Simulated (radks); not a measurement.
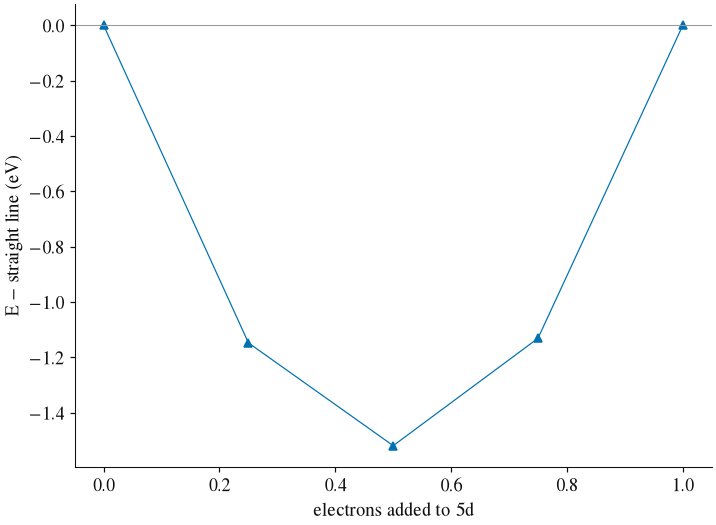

All numbers are computed, not measured: Dirac Kohn-Sham, LDA (Slater exchange, Perdew-Wang correlation), spin-unpolarised, spherical densities, finite nucleus (the in-house radial solver radks). The occupation of the 5d shell is varied from Ta⁴⁺ ([Xe] 4f14 5d1 (5d3/2: 1)) to Ta³⁺ ([Xe] 4f14 5d2 (5d3/2: 2)), with spherical fractional occupations. The plot shows the total energy less the straight line between the end points.

Is the energy convex or concave in the occupation, and by how much?

The curve is convex (below the straight line), with the largest deviation among the points computed, −1.52 eV, at 0.5. The end points differ by 35.8 eV, the energy to take the electron out. Convexity is the mark of the delocalisation error, which puts fractional charges too low; for p, d and f shells the spherical spreading of the fraction adds to it.
